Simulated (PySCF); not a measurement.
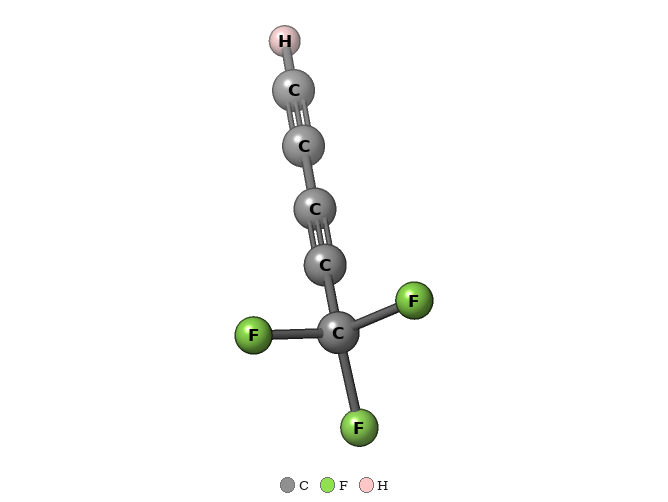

Orthographic view. Depth is shown by fading: the farther an atom, the more it takes the colour of the background. The geometry was computed by an optimisation with PBE0-D3(BJ)/def2-SVP. No frequency run is at hand to confirm it as a minimum.

Give the standard InChI.

InChI=1S/C5HF3/c1-2-3-4-5(6,7)8/h1H
